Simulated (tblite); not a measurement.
**Geometry relaxation of C8H7Al**

C8H7Al, computed with GFN2-xTB geometry optimisation, gas phase (tblite 0.8.0).

It belongs to a series of runs on one base structure; here: H on C replaced by ethynyl.

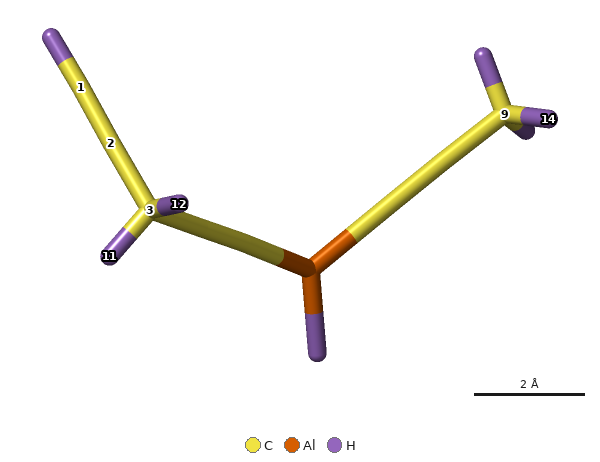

The starting structure (stick view, seen at a tilt; atoms are numbered from 1 in the order of the input). Sticks mark near contacts.

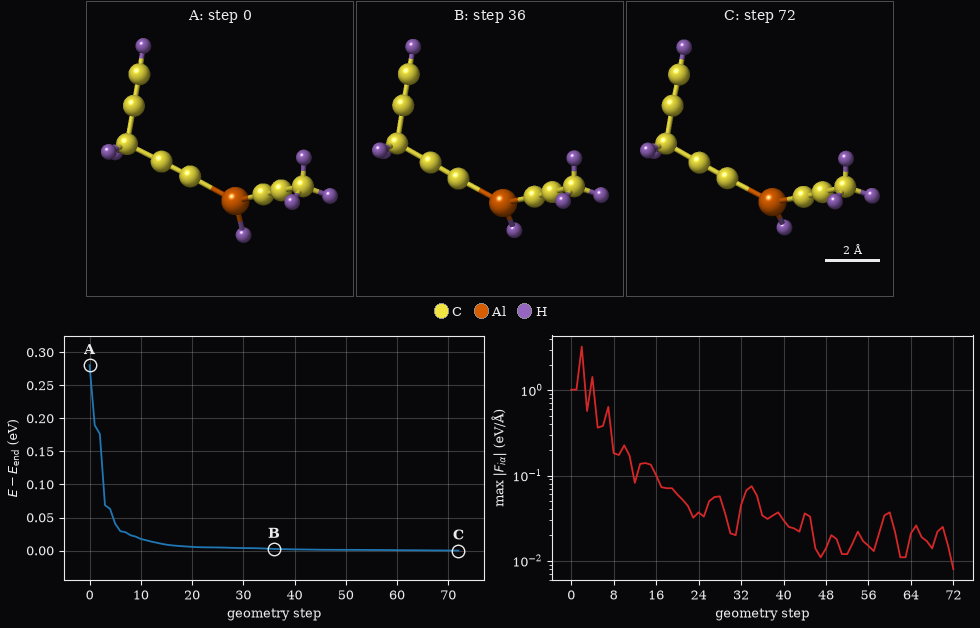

Frames of the relaxation (ball-and-stick view, seen at a tilt) above the curves, on which the letters mark them (steps are counted from 0).

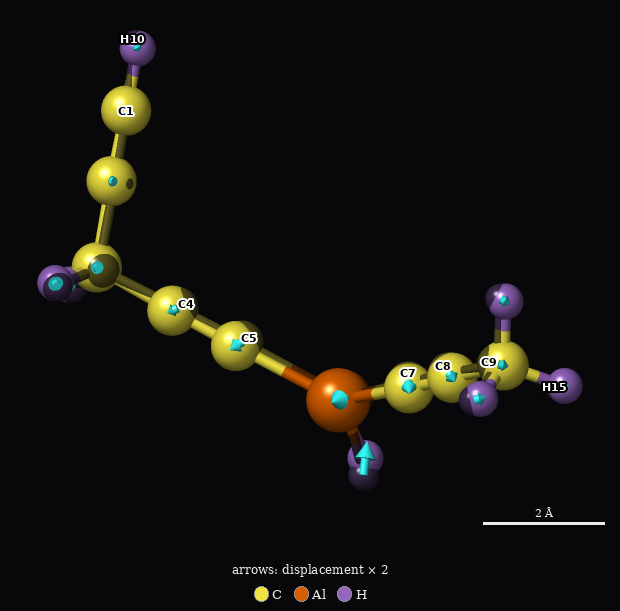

Start (faint) and end (solid) with the displacements as teal arrows, magnified 2 times (ball-and-stick view, seen at a tilt). The two geometries are laid on each other by the best rigid fit. H13 moves most after the best rigid fit: 0.29 Å. Largest moves by element: H 0.29 Å, Al 0.22 Å, C 0.13 Å. Among the contacts that change: Al6–H13 1.604 → 1.545 Å, C3–H11 1.131 → 1.096 Å, C1–H10 1.081 → 1.048 Å, C9–H15 1.116 → 1.090 Å. Among the angles that change: C5–Al6–C7 117.4° → 126.1°, C5–Al6–H13 121.2° → 116.4°, C8–C9–H15 106.7° → 110.2°. The energy falls by 0.281 eV in 72 geometry steps. The largest force component goes from 1 to 0.008 eV/Å. (Atoms are counted from 1 in the order of the input.)

The input that produced these results follows, with the program's output.

Input:
```
{"job": {"kind": "relax", "xc": "GFN2-xTB", "basis": "xTB"}, "charge": 0, "multiplicity": 1}
C     -4.290400     0.921100     1.049000
C     -3.831500     0.224800     0.174400
C     -3.266500    -0.649300    -0.857400
C     -1.902200    -0.175500    -1.113300
C     -0.765000     0.199600    -1.320600
Al     1.043000     0.801700    -1.714500
C      2.369000     0.648300    -0.292600
C      3.209700     0.561500     0.589700
C      4.240700     0.448900     1.631700
H     -4.737800     1.539800     1.814700
H     -3.845300    -0.503900    -1.817800
H     -3.288900    -1.736900    -0.560400
H      1.566500     0.928900    -3.225400
H      4.590100    -0.598900     1.746900
H      5.094500     1.089600     1.307500
H      3.806600     0.844100     2.577000
```

The first line tells a small driver script what to run in tblite; the rest is the geometry in Å.

Run as:
```bash
OMP_NUM_THREADS=1 python <driver script> task.json out
```

What the program printed:
```
step      E/eV     max force
  0    -586.31500    1.152
  1    -586.40580    1.354
  2    -586.41912    4.533
  3    -586.52689    0.748
  4    -586.53253    1.552
  5    -586.55503    0.414
  6    -586.56619    0.396
  7    -586.56786    0.857
  8    -586.57242    0.185
  9    -586.57451    0.225
 10    -586.57805    0.267
 11    -586.57991    0.195
 12    -586.58190    0.103
 13    -586.58358    0.169
 14    -586.58529    0.173
 15    -586.58667    0.135
 16    -586.58768    0.115
 17    -586.58838    0.089
 18    -586.58894    0.085
 19    -586.58948    0.088
 20    -586.59000    0.074
 21    -586.59039    0.062
 22    -586.59061    0.044
 23    -586.59073    0.033
 24    -586.59080    0.038
 25    -586.59090    0.034
 26    -586.59105    0.057
 27    -586.59126    0.075
 28    -586.59150    0.070
 29    -586.59169    0.038
 30    -586.59180    0.028
 31    -586.59187    0.028
 32    -586.59198    0.048
 33    -586.59216    0.067
 34    -586.59244    0.076
 35    -586.59279    0.064
 36    -586.59310    0.040
 37    -586.59331    0.034
 38    -586.59347    0.037
 39    -586.59365    0.046
 40    -586.59382    0.041
 41    -586.59393    0.027
 42    -586.59401    0.025
 43    -586.59410    0.026
 44    -586.59422    0.038
 45    -586.59434    0.033
 46    -586.59441    0.017
 47    -586.59444    0.015
 48    -586.59447    0.018
 49    -586.59450    0.022
 50    -586.59453    0.018
 51    -586.59455    0.013
 52    -586.59457    0.014
 53    -586.59461    0.016
 54    -586.59466    0.022
 55    -586.59470    0.018
 56    -586.59473    0.016
 57    -586.59476    0.016
 58    -586.59479    0.021
 59    -586.59486    0.034
 60    -586.59496    0.038
 61    -586.59505    0.024
 62    -586.59510    0.014
 63    -586.59512    0.013
 64    -586.59516    0.022
 65    -586.59522    0.027
 66    -586.59529    0.022
 67    -586.59534    0.021
 68    -586.59539    0.016
 69    -586.59544    0.023
 70    -586.59550    0.027
 71    -586.59556    0.017
 72    -586.59559    0.010
```

Trajectory as extended XYZ (Å, eV, eV/Å), 14 of the 73 frames kept, from step=0 to step=72:
```
16
Properties=species:S:1:pos:R:3:forces:R:3 step=0 energy=-586.31500
C    -4.2904    0.9211    1.0490    0.0150  -0.1800  -0.2260
C    -3.8315    0.2248    0.1744   -0.5710   0.2020   0.7750
C    -3.2665   -0.6493   -0.8574   -0.1150   0.2230  -0.4080
C    -1.9022   -0.1755   -1.1133   -0.2240  -0.4130   0.0300
C    -0.7650    0.1996   -1.3206   -0.0640   0.3770  -0.1850
Al    1.0430    0.8017   -1.7145    0.4230  -0.9680  -0.1400
C     2.3690    0.6483   -0.2926    0.3650   0.3240   0.2920
C     3.2097    0.5615    0.5897    0.0970  -0.1830  -0.0100
C     4.2407    0.4489    1.6317   -0.2080   0.3690  -0.3750
H    -4.7378    1.5398    1.8147    0.5330  -0.6110  -0.8190
H    -3.8453   -0.5039   -1.8178    0.3360  -0.2750   0.8340
H    -3.2889   -1.7369   -0.5604    0.0250   1.0140  -0.1870
H     1.5665    0.9289   -3.2254   -0.2980   0.2730   0.5190
H     4.5901   -0.5989    1.7469   -0.3070   0.6880  -0.0060
H     5.0945    1.0896    1.3075   -0.4780  -0.4640   0.4100
H     3.8066    0.8441    2.5770    0.4700  -0.3760  -0.5040
16
Properties=species:S:1:pos:R:3:forces:R:3 step=6 energy=-586.56619
C    -4.2941    0.9100    1.0365   -0.0700   0.0570   0.0800
C    -3.8537    0.1979    0.1839    0.0290   0.0350  -0.0150
C    -3.2605   -0.6163   -0.8576   -0.0020  -0.0610  -0.1360
C    -1.8918   -0.1931   -1.1179   -0.3820  -0.0610   0.0450
C    -0.7797    0.2316   -1.3465    0.3310   0.1070  -0.1900
Al    1.0716    0.6887   -1.7093   -0.0430  -0.1430  -0.0110
C     2.3849    0.6835   -0.2961    0.0110   0.0170  -0.1150
C     3.2152    0.5502    0.5804    0.1800   0.0350   0.1310
C     4.2267    0.4636    1.6114    0.0440   0.0410   0.0270
H    -4.7117    1.5171    1.7823    0.0000  -0.0020   0.0180
H    -3.8451   -0.5168   -1.7803   -0.0250   0.0500  -0.0110
H    -3.2856   -1.6691   -0.5630    0.0710  -0.0790   0.0740
H     1.5345    0.9594   -3.1717   -0.0830   0.0340   0.1220
H     4.5643   -0.5631    1.7440   -0.0380  -0.0690  -0.0420
H     5.0847    1.0758    1.3315    0.0110   0.0180   0.0110
H     3.8328    0.8244    2.5610   -0.0340   0.0210   0.0130
16
Properties=species:S:1:pos:R:3:forces:R:3 step=11 energy=-586.57991
C    -4.3015    0.9090    1.0376   -0.0020  -0.0100  -0.0080
C    -3.8514    0.2043    0.1821   -0.0390  -0.0070   0.0160
C    -3.2667   -0.6198   -0.8628   -0.0020   0.0560   0.0170
C    -1.9038   -0.1839   -1.1276    0.0440   0.0020  -0.0660
C    -0.7859    0.2260   -1.3753   -0.0580  -0.0790  -0.0380
Al    1.0740    0.6579   -1.7029   -0.0160   0.0360   0.1170
C     2.4083    0.6828   -0.3033   -0.0880  -0.0330  -0.1710
C     3.2307    0.5620    0.5820    0.1090   0.0040   0.0790
C     4.2344    0.4669    1.6180   -0.0220   0.0220  -0.0300
H    -4.7118    1.5175    1.7874    0.0090  -0.0170  -0.0110
H    -3.8540   -0.5111   -1.7837   -0.0280  -0.0610   0.0500
H    -3.2709   -1.6734   -0.5528   -0.0050   0.0820  -0.0330
H     1.5156    0.9682   -3.1473   -0.0050   0.0070  -0.0390
H     4.5544   -0.5681    1.7358    0.0150  -0.0010   0.0170
H     5.0912    1.0788    1.3386    0.0750   0.0000   0.0570
H     3.8297    0.8269    2.5629    0.0130   0.0000   0.0410
16
Properties=species:S:1:pos:R:3:forces:R:3 step=17 energy=-586.58838
C    -4.3093    0.9091    1.0409    0.0120  -0.0060  -0.0090
C    -3.8593    0.2084    0.1825    0.0040   0.0240  -0.0040
C    -3.2755   -0.6095   -0.8664   -0.0350  -0.0190   0.0020
C    -1.9174   -0.1790   -1.1546   -0.0180   0.0060  -0.0080
C    -0.7908    0.1968   -1.4118   -0.0130  -0.0010   0.0260
Al    1.0681    0.6552   -1.6888    0.0730  -0.0330  -0.0390
C     2.4362    0.6637   -0.3215   -0.0440   0.0150  -0.0150
C     3.2517    0.5783    0.5762    0.0720  -0.0090   0.0450
C     4.2446    0.4755    1.6236    0.0030  -0.0070  -0.0060
H    -4.7140    1.5155    1.7944   -0.0130  -0.0060   0.0090
H    -3.8802   -0.5265   -1.7760   -0.0460   0.0060  -0.0170
H    -3.2626   -1.6588   -0.5513   -0.0170  -0.0250   0.0240
H     1.4968    0.9765   -3.1343    0.0060   0.0410  -0.0280
H     4.5520   -0.5649    1.7363    0.0140   0.0070   0.0180
H     5.1179    1.0765    1.3688    0.0030   0.0030   0.0180
H     3.8341    0.8272    2.5707    0.0010   0.0040  -0.0170
16
Properties=species:S:1:pos:R:3:forces:R:3 step=22 energy=-586.59061
C    -4.3097    0.9101    1.0422   -0.0040   0.0010   0.0000
C    -3.8617    0.2131    0.1797    0.0050   0.0050  -0.0110
C    -3.2844   -0.6091   -0.8700    0.0130   0.0080  -0.0050
C    -1.9248   -0.1782   -1.1658   -0.0050  -0.0150  -0.0060
C    -0.7915    0.1871   -1.4134    0.0090  -0.0130   0.0110
Al    1.0760    0.6464   -1.6947   -0.0440  -0.0010  -0.0010
C     2.4416    0.6603   -0.3204    0.0280  -0.0080   0.0200
C     3.2650    0.5799    0.5723   -0.0160  -0.0110  -0.0250
C     4.2515    0.4771    1.6258    0.0140  -0.0010   0.0110
H    -4.7177    1.5122    1.7979    0.0020  -0.0060  -0.0010
H    -3.9005   -0.5321   -1.7742    0.0110   0.0030   0.0110
H    -3.2682   -1.6571   -0.5459   -0.0100   0.0140  -0.0030
H     1.4954    0.9913   -3.1415    0.0050   0.0110   0.0140
H     4.5576   -0.5629    1.7435    0.0100  -0.0030   0.0050
H     5.1288    1.0770    1.3831   -0.0020   0.0070  -0.0120
H     3.8350    0.8290    2.5700   -0.0170   0.0090  -0.0070
16
Properties=species:S:1:pos:R:3:forces:R:3 step=28 energy=-586.59150
C    -4.3117    0.9101    1.0412    0.0000   0.0070   0.0050
C    -3.8593    0.2213    0.1746   -0.0050  -0.0020   0.0080
C    -3.2872   -0.6065   -0.8729   -0.0130  -0.0050  -0.0040
C    -1.9267   -0.1866   -1.1727    0.0170   0.0060   0.0190
C    -0.7892    0.1729   -1.4079   -0.0040  -0.0090  -0.0120
Al    1.0726    0.6436   -1.6925    0.0400  -0.0050   0.0570
C     2.4464    0.6533   -0.3225   -0.0110  -0.0170  -0.0150
C     3.2727    0.5705    0.5671   -0.0020  -0.0050  -0.0010
C     4.2561    0.4774    1.6258   -0.0180   0.0050  -0.0220
H    -4.7192    1.5080    1.8001   -0.0010   0.0050   0.0000
H    -3.9054   -0.5300   -1.7747    0.0000   0.0020  -0.0170
H    -3.2774   -1.6521   -0.5429   -0.0100  -0.0100  -0.0040
H     1.4954    1.0062   -3.1310   -0.0040   0.0170  -0.0210
H     4.5676   -0.5603    1.7520    0.0030   0.0120   0.0080
H     5.1306    1.0816    1.3822   -0.0090   0.0010   0.0030
H     3.8270    0.8348    2.5626    0.0170  -0.0020  -0.0030
16
Properties=species:S:1:pos:R:3:forces:R:3 step=33 energy=-586.59216
C    -4.3125    0.9117    1.0412    0.0050  -0.0040  -0.0070
C    -3.8605    0.2245    0.1728   -0.0130  -0.0050  -0.0010
C    -3.2903   -0.6052   -0.8753   -0.0030   0.0020   0.0160
C    -1.9257   -0.1916   -1.1697   -0.0100  -0.0050   0.0020
C    -0.7864    0.1603   -1.4080   -0.0110  -0.0060   0.0070
Al    1.0745    0.6401   -1.6852   -0.0060  -0.0010  -0.0670
C     2.4504    0.6420   -0.3248   -0.0100  -0.0130  -0.0080
C     3.2768    0.5624    0.5641    0.0130  -0.0010   0.0240
C     4.2576    0.4788    1.6236    0.0150   0.0010   0.0200
H    -4.7202    1.5077    1.8017    0.0050   0.0030  -0.0070
H    -3.9060   -0.5271   -1.7794    0.0170   0.0120   0.0040
H    -3.2875   -1.6509   -0.5440   -0.0030   0.0000  -0.0120
H     1.4925    1.0214   -3.1250   -0.0160   0.0060   0.0260
H     4.5747   -0.5554    1.7589    0.0060  -0.0090  -0.0040
H     5.1291    1.0862    1.3803    0.0120   0.0100  -0.0100
H     3.8259    0.8389    2.5574    0.0000   0.0090   0.0170
16
Properties=species:S:1:pos:R:3:forces:R:3 step=39 energy=-586.59365
C    -4.3141    0.9166    1.0399   -0.0080   0.0000   0.0010
C    -3.8717    0.2289    0.1672    0.0140  -0.0070   0.0040
C    -3.2998   -0.6022   -0.8776    0.0130  -0.0050  -0.0190
C    -1.9268   -0.2078   -1.1595    0.0020  -0.0080  -0.0080
C    -0.7823    0.1212   -1.4063    0.0200   0.0070   0.0110
Al    1.0755    0.6229   -1.6845   -0.0270  -0.0080   0.0370
C     2.4624    0.5979   -0.3313    0.0210  -0.0180   0.0260
C     3.2873    0.5408    0.5618   -0.0270   0.0080  -0.0160
C     4.2676    0.4854    1.6251   -0.0020   0.0050  -0.0030
H    -4.7202    1.5110    1.8022   -0.0010   0.0140  -0.0010
H    -3.8990   -0.5096   -1.7909   -0.0150   0.0130   0.0010
H    -3.3183   -1.6500   -0.5545    0.0050  -0.0080  -0.0020
H     1.4746    1.0739   -3.1044   -0.0030   0.0060  -0.0260
H     4.5991   -0.5428    1.7767    0.0010   0.0180  -0.0060
H     5.1304    1.1029    1.3723   -0.0070  -0.0130   0.0060
H     3.8278    0.8547    2.5525    0.0160  -0.0040  -0.0050
16
Properties=species:S:1:pos:R:3:forces:R:3 step=44 energy=-586.59422
C    -4.3163    0.9169    1.0379    0.0060  -0.0010  -0.0070
C    -3.8702    0.2276    0.1680    0.0100   0.0030   0.0020
C    -3.3011   -0.6027   -0.8805   -0.0140   0.0030   0.0120
C    -1.9257   -0.2156   -1.1580   -0.0030   0.0050  -0.0050
C    -0.7794    0.1108   -1.3993   -0.0140   0.0000   0.0100
Al    1.0730    0.6182   -1.6802    0.0360   0.0060  -0.0110
C     2.4643    0.5770   -0.3314   -0.0250   0.0020  -0.0170
C     3.2867    0.5361    0.5641    0.0190  -0.0030   0.0150
C     4.2699    0.4890    1.6249    0.0010   0.0000  -0.0020
H    -4.7190    1.5162    1.7990    0.0040  -0.0070  -0.0150
H    -3.8991   -0.4984   -1.7937   -0.0070  -0.0040   0.0090
H    -3.3262   -1.6519   -0.5617   -0.0040   0.0000  -0.0140
H     1.4649    1.0903   -3.1005   -0.0140  -0.0080   0.0250
H     4.6071   -0.5360    1.7792   -0.0020  -0.0160  -0.0020
H     5.1303    1.1068    1.3684    0.0090   0.0150  -0.0100
H     3.8333    0.8596    2.5525   -0.0020   0.0050   0.0110
16
Properties=species:S:1:pos:R:3:forces:R:3 step=50 energy=-586.59453
C    -4.3155    0.9181    1.0353    0.0050   0.0030  -0.0010
C    -3.8672    0.2275    0.1679   -0.0020  -0.0070   0.0020
C    -3.3037   -0.6029   -0.8825    0.0000  -0.0010  -0.0090
C    -1.9271   -0.2194   -1.1603   -0.0030  -0.0060   0.0050
C    -0.7781    0.1030   -1.3936   -0.0010   0.0020   0.0000
Al    1.0743    0.6134   -1.6759   -0.0180  -0.0010   0.0030
C     2.4667    0.5640   -0.3308    0.0080   0.0060   0.0070
C     3.2897    0.5319    0.5647    0.0000   0.0020   0.0030
C     4.2736    0.4917    1.6250    0.0060  -0.0020   0.0020
H    -4.7184    1.5184    1.7948    0.0000   0.0040   0.0020
H    -3.9039   -0.4926   -1.7932   -0.0060   0.0010  -0.0090
H    -3.3338   -1.6536   -0.5699    0.0020   0.0020  -0.0010
H     1.4545    1.1013   -3.0913    0.0020  -0.0020  -0.0010
H     4.6124   -0.5331    1.7811    0.0060   0.0040   0.0010
H     5.1316    1.1123    1.3648   -0.0010  -0.0040   0.0000
H     3.8372    0.8637    2.5526    0.0030  -0.0010  -0.0060
16
Properties=species:S:1:pos:R:3:forces:R:3 step=55 energy=-586.59470
C    -4.3100    0.9217    1.0331   -0.0110  -0.0080  -0.0020
C    -3.8685    0.2241    0.1677   -0.0050   0.0030  -0.0050
C    -3.3079   -0.6044   -0.8864   -0.0100   0.0000   0.0040
C    -1.9304   -0.2231   -1.1610   -0.0030   0.0010   0.0010
C    -0.7803    0.0994   -1.3880   -0.0070  -0.0010   0.0000
Al    1.0707    0.6121   -1.6694    0.0170   0.0040   0.0040
C     2.4684    0.5614   -0.3281   -0.0120   0.0030  -0.0040
C     3.2922    0.5288    0.5666    0.0010   0.0010  -0.0010
C     4.2783    0.4924    1.6249    0.0000   0.0020  -0.0040
H    -4.7172    1.5212    1.7914    0.0160  -0.0010  -0.0050
H    -3.9089   -0.4890   -1.7963    0.0040   0.0000   0.0000
H    -3.3391   -1.6563   -0.5781   -0.0060   0.0000   0.0010
H     1.4485    1.1050   -3.0842   -0.0010  -0.0040   0.0050
H     4.6208   -0.5304    1.7835    0.0040  -0.0060   0.0000
H     5.1335    1.1147    1.3610    0.0100   0.0030   0.0000
H     3.8422    0.8661    2.5517    0.0020   0.0010   0.0070
16
Properties=species:S:1:pos:R:3:forces:R:3 step=61 energy=-586.59505
C    -4.3099    0.9205    1.0273    0.0020   0.0060   0.0040
C    -3.8764    0.2187    0.1616    0.0000   0.0050  -0.0010
C    -3.3185   -0.6087   -0.8937    0.0100   0.0020  -0.0080
C    -1.9390   -0.2269   -1.1604    0.0040  -0.0090  -0.0050
C    -0.7875    0.0967   -1.3796    0.0060   0.0020   0.0050
Al    1.0657    0.6119   -1.6553   -0.0220  -0.0080  -0.0040
C     2.4670    0.5634   -0.3182    0.0080  -0.0040   0.0160
C     3.2978    0.5277    0.5701    0.0030   0.0080   0.0060
C     4.2894    0.4944    1.6240    0.0060   0.0000   0.0040
H    -4.7016    1.5288    1.7858   -0.0100   0.0030   0.0150
H    -3.9161   -0.4848   -1.8043    0.0020  -0.0090  -0.0110
H    -3.3538   -1.6619   -0.5909   -0.0050   0.0030  -0.0020
H     1.4395    1.1045   -3.0707    0.0050   0.0000   0.0020
H     4.6361   -0.5272    1.7844   -0.0080   0.0060  -0.0120
H     5.1429    1.1181    1.3557   -0.0060  -0.0030   0.0000
H     3.8568    0.8688    2.5527    0.0070  -0.0020  -0.0090
16
Properties=species:S:1:pos:R:3:forces:R:3 step=66 energy=-586.59529
C    -4.3092    0.9223    1.0247    0.0070  -0.0010  -0.0040
C    -3.8804    0.2199    0.1566   -0.0010   0.0050  -0.0070
C    -3.3250   -0.6095   -0.9001   -0.0110   0.0010   0.0040
C    -1.9429   -0.2348   -1.1620   -0.0030   0.0070   0.0070
C    -0.7901    0.0909   -1.3708   -0.0040  -0.0090  -0.0010
Al    1.0611    0.6083   -1.6451    0.0190   0.0020   0.0080
C     2.4659    0.5589   -0.3098   -0.0120  -0.0020  -0.0050
C     3.3023    0.5276    0.5733   -0.0120   0.0040  -0.0060
C     4.2979    0.4968    1.6230   -0.0050   0.0050  -0.0060
H    -4.6959    1.5320    1.7860    0.0000  -0.0180  -0.0130
H    -3.9188   -0.4839   -1.8134    0.0010   0.0080   0.0050
H    -3.3675   -1.6633   -0.5998   -0.0020   0.0040   0.0090
H     1.4341    1.1090   -3.0582    0.0020  -0.0030   0.0020
H     4.6454   -0.5242    1.7823    0.0030  -0.0050  -0.0030
H     5.1484    1.1219    1.3507    0.0120   0.0020  -0.0020
H     3.8671    0.8721    2.5514    0.0050   0.0000   0.0140
16
Properties=species:S:1:pos:R:3:forces:R:3 step=72 energy=-586.59559
C    -4.3046    0.9240    1.0185   -0.0070  -0.0010   0.0010
C    -3.8886    0.2210    0.1450   -0.0030  -0.0020   0.0040
C    -3.3362   -0.6113   -0.9097    0.0040   0.0020  -0.0010
C    -1.9509   -0.2413   -1.1607    0.0040  -0.0030  -0.0070
C    -0.7958    0.0824   -1.3598    0.0020  -0.0060  -0.0030
Al    1.0552    0.6044   -1.6289   -0.0010  -0.0010  -0.0030
C     2.4599    0.5567   -0.2952    0.0010   0.0060   0.0040
C     3.3050    0.5333    0.5799    0.0030  -0.0010   0.0080
C     4.3102    0.5016    1.6205    0.0030  -0.0030   0.0020
H    -4.6873    1.5310    1.7829   -0.0080   0.0040   0.0040
H    -3.9235   -0.4805   -1.8261   -0.0020   0.0030   0.0010
H    -3.3871   -1.6645   -0.6087    0.0020   0.0020  -0.0020
H     1.4290    1.1081   -3.0405    0.0020  -0.0010   0.0000
H     4.6575   -0.5206    1.7738    0.0020   0.0000   0.0000
H     5.1605    1.1251    1.3428   -0.0060   0.0010  -0.0060
H     3.8892    0.8745    2.5549    0.0050   0.0000  -0.0020
```

Key numbers:

```csv
quantity,value
outcome,converged
total energy,−586.5956 eV
hardware,"1 CPU thread, shared host"
peak memory,0.18 GiB
```
